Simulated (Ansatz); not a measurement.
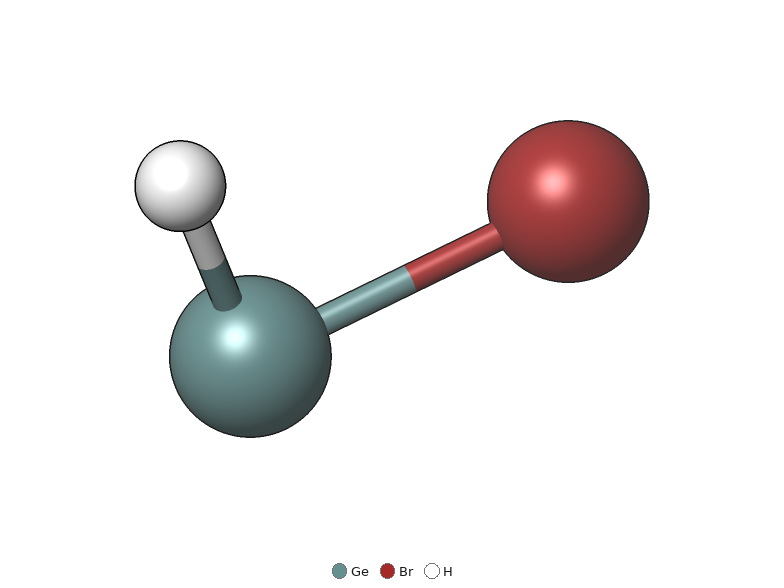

The picture shows the input geometry.

Ansatz 0.2.0 input:

```yaml
crystal:
  periodic: [false, false, false]
  atoms:
    - {symbol: Ge, position_ang: [0.359439, -0.859912, 0.093971]}
    - {symbol: Br, position_ang: [0.673599, 1.417223, 0.525914]}
    - {symbol: H, position_ang: [-1.038386, -0.623168, -0.630255]}
basis:
  gaussian: {orbitals: def2-TZVPP}
correlation: {method: ccsd_t}
```

What the program printed:

```
Functional definition: HF
  name "HF"
  cite "Fock, Z. Phys. 61, 126 (1930) doi:10.1007/BF01340294"
  parent pbe
  exchange = exact_x
  correlation = 0
725 factors; integrals over basis functions are off by at most 1.2e-3 eV
mean field evaluation 1: about -126488.2268 eV, gradient 1.2e1 eV
mean field evaluation 2: about -126488.2989 eV, gradient 1.3e1 eV
mean field evaluation 4: about -126488.9672 eV, gradient 1.8e0 eV
mean field evaluation 8: about -126488.9845 eV, gradient 2.0e-1 eV
mean field evaluation 16: about -126488.2274 eV, gradient 1.2e1 eV
mean field -126488.98486492 eV, -4648.3844564724 hartree, gradient 3.9e-6 eV, S^2 0.000000; 0 other end points of the search recorded, 0 dependent functions left out; unrestricted orbitals would lower it
18 core orbitals not correlated: weight in the atoms' cores, before any rotation towards them, 1.000 or more for the frozen orbitals, at most 0.000 for the correlated occupied ones
reference -126488.98486492 eV, -4648.3844564724 hartree; 16, 16 occupied and 76, 76 virtual orbitals, 725 factors
second order -13.67097674 eV of doubles, -0.00000000 eV of singles
cycle   1  -13.55539119 eV  change    1.2e-1 eV  update   8.8e-2
cycle   2  -13.97895217 eV  change   -4.2e-1 eV  update   2.8e-2
cycle   3  -14.03089199 eV  change   -5.2e-2 eV  update   1.6e-2
cycle   4  -14.01244370 eV  change    1.8e-2 eV  update   4.6e-3
cycle   5  -14.01407630 eV  change   -1.6e-3 eV  update   2.3e-3
cycle   6  -14.01457760 eV  change   -5.0e-4 eV  update   7.8e-4
cycle   7  -14.01416786 eV  change    4.1e-4 eV  update   3.2e-4
cycle   8  -14.01427251 eV  change   -1.0e-4 eV  update   1.1e-4
cycle   9  -14.01427241 eV  change    9.4e-8 eV  update   3.3e-5
perturbative correction -0.51491663 eV, -0.0189228370 hartree
Total energy: -126503.51405396 eV, -4648.9183943214 hartree
```
